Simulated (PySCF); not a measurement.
**Two runs on C5H9N**

System: C5H9N.
Method of run 1: GIAO KT2/pcSseg-1 NMR shielding, non-relativistic, gas phase (PySCF 2.14.0).

The geometry comes from this level: PBE0-D3(BJ)/def2-SVP. Text and figures count atoms from 1; the logs count them from 0 in places.

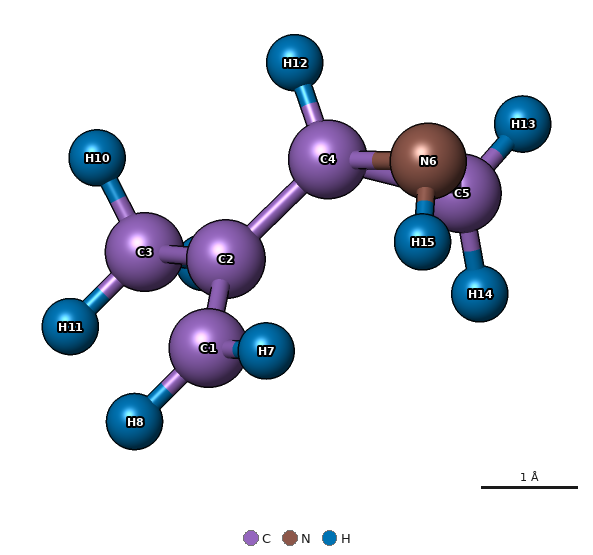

**Figure 1.** The structure as given in the input (ball-and-stick view, seen at a tilt; atoms are numbered from 1 in the order of the input). Bond lengths as drawn: C–C 1.34 to 1.50 Å, C–H 1.09 to 1.10 Å, C–N 1.45 Å and H–N 1.02 Å.

The input, run 1:
```
{"job": {"kind": "nmr", "xc": "KT2", "basis": "pcSseg-1", "pop": false}, "charge": 0, "multiplicity": 1}
C     -1.189544    -1.195974     0.275304
C     -0.766618     0.061146     0.098588
C     -1.644000     1.139054    -0.462853
C      0.616479     0.502458     0.436706
C      1.727784     0.215398    -0.510923
N      1.673369    -0.416096     0.793603
H     -0.554239    -1.970983     0.713417
H     -2.201301    -1.497766    -0.006742
H     -1.209685     1.553359    -1.387921
H     -1.733070     1.979177     0.245729
H     -2.653974     0.769536    -0.686208
H      0.655781     1.457046     0.979311
H      2.532891     0.943701    -0.659234
H      1.473859    -0.377385    -1.397355
H      1.357356    -1.381032     0.712336
```

The first line tells a small driver script what to run in PySCF; the rest is the geometry in Å.

Hardware: 1 CPU thread, shared host.

Output (run 1):
```
coarse grid: 12072 points
cycle   1  E = -254.8942168966  dE =  5.847e-01  |g| = 4.854e-01  |ddm| = 3.439e+00
cycle   2  E = -254.8396879648  dE =  5.453e-02  |g| = 6.731e-01  |ddm| = 1.218e+00
cycle   3  E = -254.9599726317  dE = -1.203e-01  |g| = 7.890e-02  |ddm| = 7.394e-01
cycle   4  E = -254.9609083705  dE = -9.357e-04  |g| = 4.440e-02  |ddm| = 1.025e-01
cycle   5  E = -254.9613589457  dE = -4.506e-04  |g| = 1.061e-02  |ddm| = 5.217e-02
cycle   6  E = -254.9613786795  dE = -1.973e-05  |g| = 5.989e-03  |ddm| = 1.361e-02
cycle   7  E = -254.9613882755  dE = -9.596e-06  |g| = 7.292e-04  |ddm| = 6.254e-03
final grid: 115384 points
cycle   8  E = -254.9501629576  dE = -2.206e-04  |g| = 1.315e-02  |ddm| = 5.624e-02
cycle   9  E = -254.9501102563  dE =  5.270e-05  |g| = 1.897e-02  |ddm| = 2.976e-02
cycle  10  E = -254.9502025326  dE = -9.228e-05  |g| = 3.786e-03  |ddm| = 2.105e-02
cycle  11  E = -254.9502063845  dE = -3.852e-06  |g| = 8.402e-04  |ddm| = 4.013e-03
cycle  12  E = -254.9502065419  dE = -1.574e-07  |g| = 3.141e-04  |ddm| = 8.941e-04
cycle  13  E = -254.9502065639  dE = -2.205e-08  |g| = 7.537e-05  |ddm| = 3.474e-04
cycle  14  E = -254.9502065651  dE = -1.203e-09  |g| = 1.489e-05  |ddm| = 9.373e-05
cycle  15  E = -254.9502065652  dE = -5.031e-11  |g| = 4.743e-06  |ddm| = 1.757e-05
converged SCF energy = -254.9502065652

GIAO shielding tensors (ppm)
atom      isotropic    diamagn.    paramagn.     s11        s22        s33       span
  0 C       84.669     254.676    -170.006     -8.857    105.659    157.206    166.064
  1 C       35.853     260.491    -224.638    -73.118     27.639    153.038    226.156
  2 C      158.699     247.756     -89.057    143.199    146.844    186.055     42.855
  3 C      148.103     250.778    -102.675    108.023    137.957    198.329     90.306
  4 C      152.042     254.171    -102.128    121.297    138.048    196.782     75.484
  5 N      238.512     320.432     -81.919    171.604    259.487    284.445    112.841
  6 H       26.792      32.994      -6.201     24.018     24.654     31.704      7.686
  7 H       26.509      30.679      -4.169     24.198     24.870     30.460      6.261
  8 H       29.207      29.547      -0.340     25.170     28.259     34.191      9.021
  9 H       29.124      28.652       0.472     25.543     27.472     34.358      8.814
 10 H       29.286      29.142       0.143     25.379     27.920     34.558      9.179
 11 H       29.207      31.140      -1.933     22.330     27.880     37.412     15.082
 12 H       29.566      29.756      -0.190     24.137     25.713     38.849     14.712
 13 H       30.171      32.048      -1.877     25.115     28.731     36.667     11.552
 14 H       31.077      34.715      -3.637     23.906     27.260     42.067     18.161
```

For run 2 the input was changed thus:
```diff
-"xc": "KT2"
+"xc": "KT3"
```

What does this change do to the results?

The total energies belong to different methods, so their difference says nothing on which is more stable or more accurate. The dipole moment goes from 1.63 to 1.58 D. Of all shieldings, the largest change is that of N6, by −2.1 ppm. The functional changes from KT2 to KT3. The SCF takes 14 iterations against 15.

Output (run 2):
```
coarse grid: 12072 points
cycle   1  E = -254.5664964598  dE =  5.654e-01  |g| = 5.043e-01  |ddm| = 3.444e+00
cycle   2  E = -254.5062312277  dE =  6.027e-02  |g| = 7.008e-01  |ddm| = 1.342e+00
cycle   3  E = -254.6380975318  dE = -1.319e-01  |g| = 7.899e-02  |ddm| = 8.228e-01
cycle   4  E = -254.6390394735  dE = -9.419e-04  |g| = 4.466e-02  |ddm| = 1.005e-01
cycle   5  E = -254.6394893276  dE = -4.499e-04  |g| = 1.094e-02  |ddm| = 5.013e-02
cycle   6  E = -254.6395106243  dE = -2.130e-05  |g| = 6.104e-03  |ddm| = 1.401e-02
cycle   7  E = -254.6395205928  dE = -9.969e-06  |g| = 6.867e-04  |ddm| = 6.182e-03
final grid: 115384 points
cycle   8  E = -254.6255564815  dE = -2.066e-04  |g| = 4.467e-03  |ddm| = 5.731e-02
cycle   9  E = -254.6255512879  dE =  5.194e-06  |g| = 6.235e-03  |ddm| = 9.252e-03
cycle  10  E = -254.6255599338  dE = -8.646e-06  |g| = 1.284e-03  |ddm| = 6.866e-03
cycle  11  E = -254.6255602543  dE = -3.206e-07  |g| = 5.684e-04  |ddm| = 1.433e-03
cycle  12  E = -254.6255603338  dE = -7.950e-08  |g| = 1.984e-04  |ddm| = 6.136e-04
cycle  13  E = -254.6255603436  dE = -9.760e-09  |g| = 5.982e-05  |ddm| = 2.407e-04
cycle  14  E = -254.6255603445  dE = -8.977e-10  |g| = 6.532e-06  |ddm| = 7.052e-05
converged SCF energy = -254.6255603445

GIAO shielding tensors (ppm)
atom      isotropic    diamagn.    paramagn.     s11        s22        s33       span
  0 C       84.490     253.953    -169.462     -8.921    105.542    156.850    165.771
  1 C       37.819     259.787    -221.968    -70.207     30.492    153.170    223.377
  2 C      157.879     247.012     -89.133    143.053    146.321    184.261     41.208
  3 C      147.720     249.818    -102.098    108.620    137.819    196.722     88.102
  4 C      151.671     253.664    -101.993    121.146    139.103    194.763     73.617
  5 N      236.402     320.139     -83.738    170.599    257.049    281.557    110.959
  6 H       26.920      33.174      -6.254     24.169     24.761     31.830      7.661
  7 H       26.651      30.871      -4.220     24.364     25.055     30.536      6.172
  8 H       29.373      29.690      -0.317     25.402     28.457     34.260      8.859
  9 H       29.295      28.795       0.501     25.778     27.680     34.428      8.650
 10 H       29.442      29.272       0.170     25.608     28.130     34.589      8.981
 11 H       29.380      31.437      -2.057     22.541     28.128     37.471     14.929
 12 H       29.731      29.863      -0.132     24.370     26.020     38.801     14.431
 13 H       30.318      32.254      -1.936     25.336     28.954     36.663     11.326
 14 H       31.164      34.829      -3.664     24.028     27.404     42.062     18.033
```

The two runs side by side:

```csv
quantity,run 1,run 2
outcome,converged,converged
total energy (hartree),−254.950207,−254.625560
HOMO (eV),−5.66,−5.66
LUMO (eV),−0.77,−0.75
dipole moment (D),1.63,1.58
shielding of C1 (ppm),84.7,84.5
shielding of C2 (ppm),35.9,37.8
shielding of C3 (ppm),158.7,157.9
shielding of C4 (ppm),148.1,147.7
shielding of C5 (ppm),152.0,151.7
shielding of N6 (ppm),238.5,236.4
shielding of H12 (ppm),29.2,29.4
SCF iterations,15,14
basis functions,147,147
wall time (shared host),22 s,21 s
```
